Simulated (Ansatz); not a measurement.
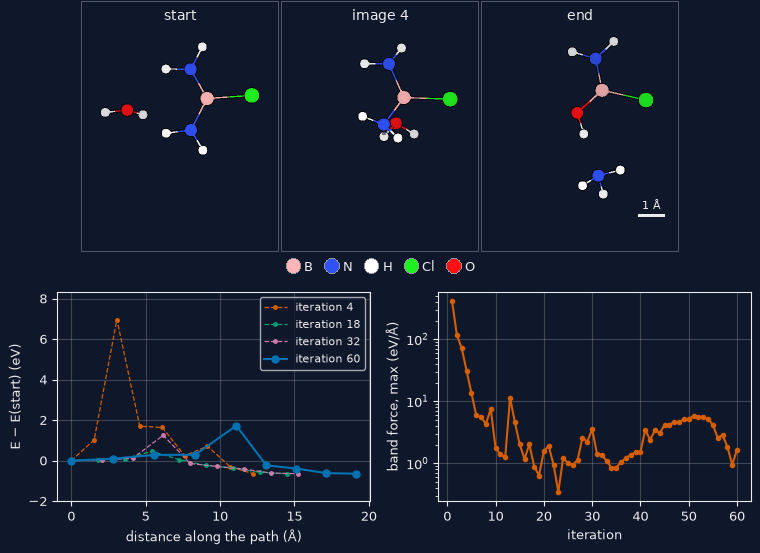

A search for the minimum-energy path of BN2H6OCl, made up at the start of BN2H4Cl and H2O by the nudged elastic band. Images are numbered from 0 (start) to 8 (end). The plot follows the band through its iterations. A ball-and-stick model, seen at a tilt.

Computed with RHF/6-31G* in Ansatz. Run with 7 movable images; climbing image; force threshold 0.05 eV/Å; iteration limit 60; spring constant 20.0 eV/Å²; starting path through a guess of the saddle point.

### Did the band converge, and can the barrier be trusted?

The result isn't final. The band hadn't converged when the run stopped after 60 iterations. The largest component of the band force went from 410 to 1.7 eV/Å. The barrier read from it is provisional: over the last two iterations the highest image moved from 2.03 eV to 1.73 eV. The first iteration put the highest image at 85.88 eV. The highest point, image 4, lies 1.73 eV above the start and 2.37 eV above the end; the end is at −0.65 eV relative to the start.

Limits of the set-up: the start holds two separate molecules, 2.4 Å apart at their closest, whose relative position is a soft coordinate and is computed without a dispersion correction; Hartree-Fock leaves out electron correlation.
